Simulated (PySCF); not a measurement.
# SnFCl: singlet, from a linear start

Where does singlet SnFCl go from a linear start, is the end point a minimum, and what are its modes, charges and moments?

Computed with PySCF 2.14.0. Level: PBE0, basis Sn def2-TZVP with ECP28, F def2-TZVP, Cl def2-TZVP, scalar-relativistic core potentials, no spin–orbit coupling, density fitting.

## Step 1: Starting geometry

3 atoms, charge 0, spin multiplicity 1.

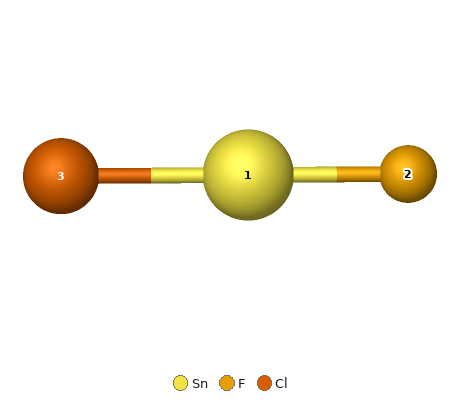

Start geometry, drawn with tin yellow, fluorine amber, chlorine orange; atoms are numbered from 1 in the order of the file.

Z-matrix (Å, degrees; charge 0 multiplicity 1):
```
Sn
F  1 2.0400
Cl 1 2.3900 2 180.00
```

## Step 2: First SCF at the start

One driver script runs all steps and calls PySCF; scf.py shows how it sets up the SCF of each step. The optimiser is the driver's own. After this first run the driver tries any further starts and a stability analysis.

scf.py

```python
from pyscf import gto, scf, dft
mol = gto.M(atom='''
Sn     0.000000     0.000000     0.000000
F      0.000000     0.000000    -2.040000
Cl     0.000000     0.000000     2.390000''',
    basis={'Sn': 'def2-TZVP', 'F': 'def2-TZVP', 'Cl': 'def2-TZVP'},
    ecp={'Sn': 'def2-TZVP'},
    charge=0, spin=0)
mf = dft.RKS(mol, xc='PBE0')
mf.grids.atom_grid = (50, 194)
aux = {'Sn': 'def2-universal-JKFIT', 'F': 'def2-universal-JKFIT', 'Cl': 'def2-universal-JKFIT'}
mf = mf.density_fit(auxbasis=aux)
mf.conv_tol = 1e-08
mf.diis_space = 10
mf.max_cycle = 60
mf.init_guess = 'minao'
mf.verbose = 4
mf.kernel()
```

Launch:

```bash
> OMP_NUM_THREADS=4 python axn.py task.json out
```

Output (excerpt; [...] marks lines left out):

```text
[... the frontier levels of the middle cycles are left out ...]
init E= -737.346312842812
  HOMO = -0.676511288521204  LUMO = -0.58603825810498  gap/eV = 2.46190
cycle= 1 E= -772.533264615308  delta_E= -35.2  |g|= 2.87  |ddm|= 30.2
  HOMO = -0.0137371494904782  LUMO = 0.00823550400613049  gap/eV = 0.59791
cycle= 2 E= -764.89558217382  delta_E= 7.64  |g|= 6.98  |ddm|= 15.9
  HOMO = -0.208479861907193  LUMO = -0.0343177246736119  gap/eV = 4.73919
cycle= 3 E= -773.681105874677  delta_E= -8.79  |g|= 1.76  |ddm|= 13.7
cycle= 4 E= -773.580439262375  delta_E= 0.101  |g|= 1.88  |ddm|= 2.32
cycle= 5 E= -774.207382247831  delta_E= -0.627  |g|= 0.126  |ddm|= 1.02
cycle= 6 E= -774.210789320402  delta_E= -0.00341  |g|= 0.0728  |ddm|= 0.375
cycle= 7 E= -774.211698698978  delta_E= -0.000909  |g|= 0.0168  |ddm|= 0.0602
cycle= 8 E= -774.211751597375  delta_E= -5.29e-05  |g|= 0.00534  |ddm|= 0.0208
cycle= 9 E= -774.211758497189  delta_E= -6.9e-06  |g|= 0.00101  |ddm|= 0.00569
cycle= 10 E= -774.211758677452  delta_E= -1.8e-07  |g|= 0.000336  |ddm|= 0.00115
cycle= 11 E= -774.211758703337  delta_E= -2.59e-08  |g|= 9.47e-05  |ddm|= 0.000283
cycle= 12 E= -774.211758705014  delta_E= -1.68e-09  |g|= 2.98e-05  |ddm|= 0.000123
  HOMO = -0.267592587984409  LUMO = -0.120070892541781  gap/eV = 4.01427
Extra cycle  E= -774.211758704463  delta_E= 5.51e-10  |g|= 6.17e-05  |ddm|= 8.37e-05
converged SCF energy = -774.211758704463
```

This step, with its further starts and checks, took 4.4 s on 4 threads of Arm Neoverse V2, shared host.

The test of internal stability found no lower closed-shell solution.

## Step 3: Relaxing the singlet from the linear start

The program finds C∞v symmetry in the start, which this walk keeps. The walk stops when the largest gradient is under 0.0003 Eh/bohr and the energy has settled too.

Edit scf.py of step 2 so:

```diff
@@ -3,3 +3,3 @@
-Sn     0.000000     0.000000     0.000000
-F      0.000000     0.000000    -2.040000
-Cl     0.000000     0.000000     2.390000''',
+Sn     0.000000     0.000000    -0.257773
+F      0.000000     0.000000    -2.297773
+Cl     0.000000     0.000000     2.132227''',
@@ -16 +15,0 @@
-mf.init_guess = 'minao'
```

The optimiser's trace:

| step | energy (Eh) | change (kJ/mol) | largest symmetric gradient (Eh/bohr) |
| --- | --- | --- | --- |
| 0 | -774.211759 | 0.00 | 0.02665 |
| 1 | -774.214036 | -5.98 | 0.01042 |
| 2 | -774.214372 | -6.86 | 0.00148 |
| 3 | -774.214384 | -6.89 | 0.00015 |
| 4 | -774.214385 | -6.89 | 0.00001 |

The walk took 6 s.

Geometry (Å) and forces (eV/Å) at some steps:

```
step 0
Sn   0.000   0.000  -0.258   0.000   0.000  -1.370
F    0.000   0.000  -2.298   0.000   0.000   0.171
Cl   0.000   0.000   2.132   0.000   0.000   1.199
step 1
Sn   0.000   0.000  -0.288   0.000   0.000  -0.536
F    0.000   0.000  -2.316   0.000   0.000   0.184
Cl   0.000   0.000   2.181   0.000   0.000   0.352
step 2
Sn   0.000   0.000  -0.306   0.000   0.000  -0.076
F    0.000   0.000  -2.316   0.000   0.000   0.002
Cl   0.000   0.000   2.199   0.000   0.000   0.074
step 3
Sn   0.000   0.000  -0.309   0.000   0.000  -0.003
F    0.000   0.000  -2.318   0.000   0.000  -0.005
Cl   0.000   0.000   2.204   0.000   0.000   0.007
step 4
Sn   0.000   0.000  -0.310   0.000   0.000   0.000
F    0.000   0.000  -2.318   0.000   0.000   0.000
Cl   0.000   0.000   2.205   0.000   0.000   0.000
```

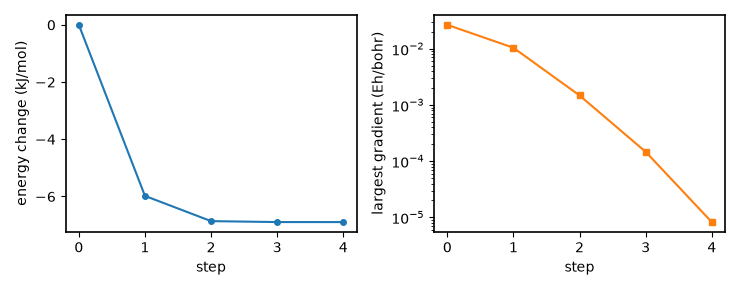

Energy and largest gradient along the walk.

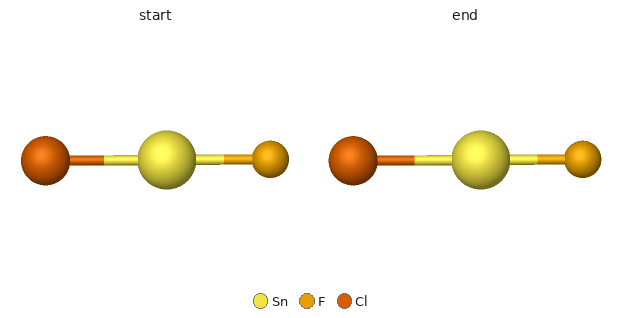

The geometry along the walk, at one scale.

After 4 steps and 6.9 kJ/mol it ends at C∞v: Sn–Cl 2.514 Å, Sn–F 2.009 Å; Cl–Sn–F 180.0°.

## Step 4: Hessian and properties

The point is checked on the finer grid, and tightened if its gradient asks for it. The Hessian and the dipole derivatives come from central differences of analytic gradients, with steps of 0.02 bohr.

Edit scf.py of step 3 so:

```diff
@@ -3,3 +3,3 @@
-Sn     0.000000     0.000000    -0.257773
-F      0.000000     0.000000    -2.297773
-Cl     0.000000     0.000000     2.132227''',
+Sn     0.000000    -0.000000    -0.286166
+F      0.000000     0.000000    -2.295297
+Cl     0.000000     0.000000     2.228422''',
@@ -10 +10 @@
-mf.grids.atom_grid = (50, 194)
+mf.grids.atom_grid = (75, 302)
@@ -13 +13 @@
-mf.conv_tol = 1e-08
+mf.conv_tol = 1e-10
```

The driver hands on the density of the step before, so the log starts near convergence.

SCF at the final geometry:

```text
init E= -774.214460543371
  HOMO = -0.272280885308604  LUMO = -0.125551210513748  gap/eV = 3.99272
cycle= 1 E= -774.214460543366  delta_E= 4.77e-12  |g|= 5.19e-06  |ddm|= 8.72e-06
  HOMO = -0.272280316923227  LUMO = -0.125551694733137  gap/eV = 3.99269
Extra cycle  E= -774.214460543353  delta_E= 1.35e-11  |g|= 8.94e-06  |ddm|= 1.47e-05
converged SCF energy = -774.214460543353
```

The whole step took 18 s.

Geometry: C∞v; Sn–Cl 2.515 Å, Sn–F 2.009 Å; Cl–Sn–F 180.0°.

Modes, for the most abundant isotopes:

```csv
symmetry,ω (cm⁻¹),IR (km/mol),μ (u)
π,154i,11.2,27.83
σ+,278,104,40.27
σ+,503,186,21.06
```

2 modes are imaginary, the largest at 154i cm⁻¹: a saddle point, not a minimum.

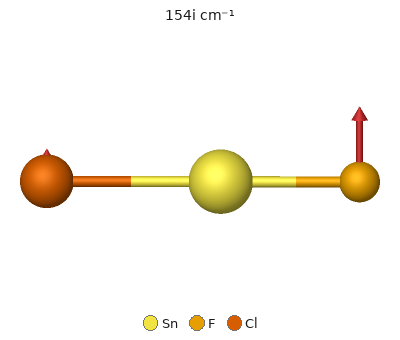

The imaginary mode, as arrows.

Properties at this point:

* Dipole moment: 0.81 D
* Highest occupied level: -7.41 eV
* Lowest empty level: -3.42 eV
* Rotational constants: 0.05945 cm⁻¹
* Zero-point energy (real modes): 4.7 kJ/mol
* Principal polarisabilities: 39.7, 39.7, 79.9 bohr³
* Atomisation energy without zero-point energy: 741 kJ/mol
* Principal traceless quadrupole moments about the centre of mass: -21.81, 10.91, 10.91 D Å

Charges (e) and bond orders:

```tsv
atom	Mulliken	Löwdin	polar tensor	Mayer order to Sn1
Sn1	0.94	0.53	1.37	–
F2	-0.50	-0.36	-0.70	0.80
Cl3	-0.44	-0.17	-0.68	0.96
```

Mulliken populations on Sn1 (outside its core potential): s 3.99, p 6.78, d 10.24, f 0.05.

## Step 5: Leaving the saddle point

The start is the last point, displaced along its most imaginary mode.

The program finds Cs symmetry in the start, which this walk keeps. The walk stops when the largest gradient is under 0.0003 Eh/bohr and the energy has settled too.

Edit scf.py of step 4 so:

```diff
@@ -3,3 +3,3 @@
-Sn     0.000000    -0.000000    -0.286166
-F      0.000000     0.000000    -2.295297
-Cl     0.000000     0.000000     2.228422''',
+Sn    -0.000080     0.034206    -0.286203
+F      0.000280    -0.120000    -2.295334
+Cl     0.000122    -0.052090     2.228385''',
@@ -10 +10 @@
-mf.grids.atom_grid = (75, 302)
+mf.grids.atom_grid = (50, 194)
@@ -13 +13 @@
-mf.conv_tol = 1e-10
+mf.conv_tol = 1e-08
```

Steps of the walk:

| step | energy (Eh) | change (kJ/mol) | largest symmetric gradient (Eh/bohr) |
| --- | --- | --- | --- |
| 0 | -774.215226 | 0.00 | 0.00679 |
| 1 | -774.218027 | -7.35 | 0.01269 |
| 2 | -774.225437 | -26.81 | 0.01724 |
| 3 | -774.234833 | -51.48 | 0.02911 |
| 4 | -774.248838 | -88.25 | 0.03557 |
| 5 | -774.261452 | -121.37 | 0.01559 |
| 6 | -774.266258 | -133.99 | 0.00396 |
| 7 | -774.266306 | -134.11 | 0.00066 |
| 8 | -774.266312 | -134.13 | 0.00027 |
| 9 | -774.266313 | -134.13 | 0.00001 |

The walk took 14 s.

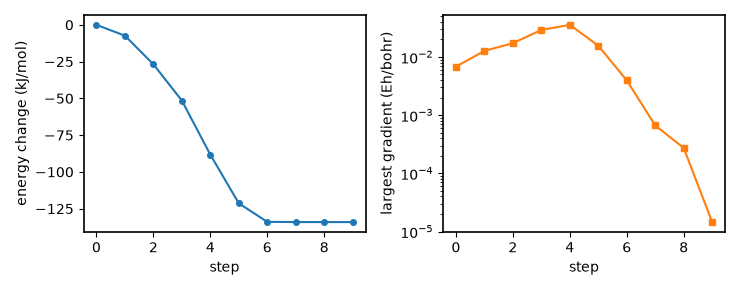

Energy and largest gradient along the walk.

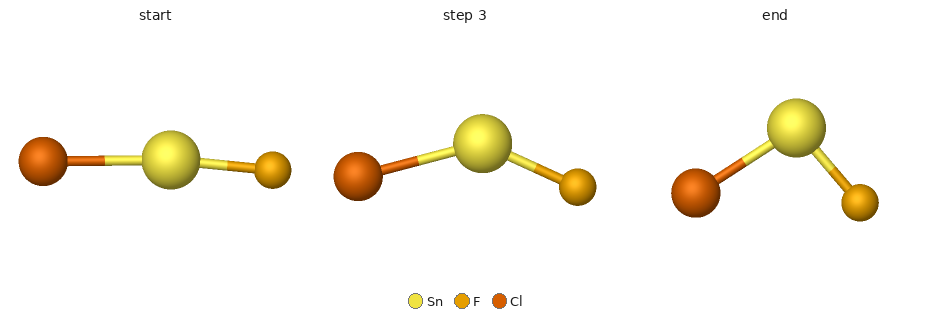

Start and end of the relaxation, with a step between.

After 9 steps and 134.1 kJ/mol it ends at Cs: Sn–Cl 2.360 Å, Sn–F 1.935 Å; Cl–Sn–F 97.5°.

## Step 6: Vibrations and properties at this point

The same treatment as at the point before.

Edit scf.py of step 5 so:

```diff
@@ -3,3 +3,3 @@
-Sn    -0.000080     0.034206    -0.286203
-F      0.000280    -0.120000    -2.295334
-Cl     0.000122    -0.052090     2.228385''',
+Sn    -0.001003     0.429790    -0.252909
+F      0.002385    -1.021941    -1.532597
+Cl     0.002113    -0.905480     1.693616''',
@@ -10 +10 @@
-mf.grids.atom_grid = (50, 194)
+mf.grids.atom_grid = (75, 302)
@@ -13 +13 @@
-mf.conv_tol = 1e-08
+mf.conv_tol = 1e-10
```

SCF at the final geometry:

```text
init E= -774.266303314264
  HOMO = -0.305154121646187  LUMO = -0.108581315845379  gap/eV = 5.34902
cycle= 1 E= -774.26630331426  delta_E= 3.75e-12  |g|= 4.55e-06  |ddm|= 6.29e-06
  HOMO = -0.305154307148901  LUMO = -0.108580968404913  gap/eV = 5.34903
Extra cycle  E= -774.266303314255  delta_E= 4.77e-12  |g|= 7.54e-06  |ddm|= 9e-06
converged SCF energy = -774.266303314255
```

The whole step took 26 s on 4 threads of Arm Neoverse V2, shared host.

Geometry: Cs; Sn–Cl 2.360 Å, Sn–F 1.935 Å; Cl–Sn–F 96.9°.

Harmonic modes (main isotopes):

```csv
symmetry,ω (cm⁻¹),IR (km/mol),μ (u),type
a',157,6.7,24.13,bend
a',354,79.8,41.98,stretch
a',594,104,21.50,stretch
```

All wavenumbers are real: a minimum.

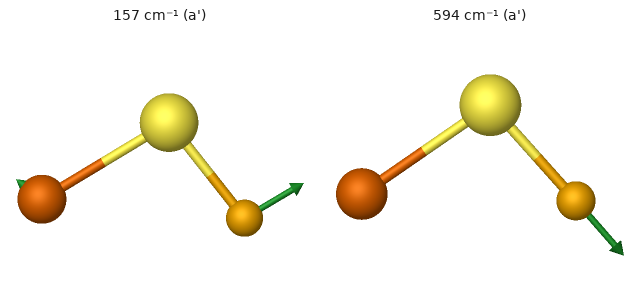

How the atoms move in 2 of the modes.

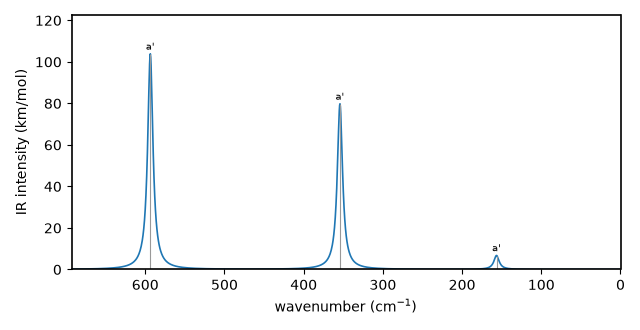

The harmonic infrared spectrum (widths in cm⁻¹). Lines are broadened to a width of 8 cm⁻¹ (Lorentzian).

Properties at this point:

- Dipole moment: 3.50 D
- Highest occupied level: -8.30 eV
- Lowest empty level: -2.95 eV
- Rotational constants: 0.2984, 0.1011, 0.07551 cm⁻¹
- Zero-point energy: 6.6 kJ/mol
- Principal polarisabilities: 37.7, 42.5, 63.8 bohr³
- Atomisation energy without zero-point energy: 877 kJ/mol
- Principal traceless quadrupole moments about the centre of mass: -7.46, -0.11, 7.57 D Å
- Entropy at 298.15 K and 1 bar: 299.8 J/(mol K)
- Heat capacity Cp at 298.15 K: 52.1 J/(mol K)
- Enthalpy at 298.15 K above 0 K: 12.94 kJ/mol
- Rotational symmetry number: 1

Charges (e) and bond orders:

| atom | Mulliken | Löwdin | polar tensor | Mayer order to Sn1 |
| --- | --- | --- | --- | --- |
| Sn1 | 0.87 | 0.32 | 1.27 | – |
| F2 | -0.48 | -0.30 | -0.65 | 0.84 |
| Cl3 | -0.39 | -0.02 | -0.62 | 1.01 |

Mulliken populations on Sn1 (outside its core potential): s 3.88, p 7.01, d 10.17, f 0.07.

## Step 7: The points found, side by side

| spin | group | bonds | imaginary modes (cm⁻¹) | ΔE (kJ/mol) | with zero-point energy |
| --- | --- | --- | --- | --- | --- |
| singlet | Cs | Sn–Cl 2.360 Å, Sn–F 1.935 Å | none | 0.0 | 0.0 |
| singlet | C∞v | Sn–Cl 2.515 Å, Sn–F 2.009 Å | 154i, 154i | 136.1 | – |

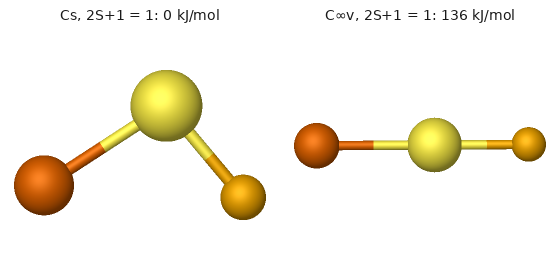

The points, lowest first (tin yellow, fluorine amber, chlorine orange).

## Step 8: Results

| quantity | value |
| --- | --- |
| minimum | singlet, Cs |
| geometry | Sn–Cl 2.360 Å, Sn–F 1.935 Å; Cl–Sn–F 96.9° |
| wavenumbers (cm⁻¹) | 157 (a'), 354 (a'), 594 (a') |
| dipole moment | 3.50 D |
| highest occupied, lowest empty level | -8.30, -2.95 eV |
| polar-tensor charge of Sn1 | +1.27 e |
| zero-point energy | 6.6 kJ/mol |
| entropy at 298.15 K | 299.8 J/(mol K) |
| atomisation energy (no zero-point energy) | 877 kJ/mol |

In words: From C∞v at the start the molecule goes to a Cs minimum, after a stop at a second-order saddle point 136.1 kJ/mol higher, from which it was pushed off along an imaginary mode. In the infrared the band at 594 cm⁻¹ (a', stretch) leads. Other starts or spin states, not run here, may lie lower.

The search up to here took 69 s.
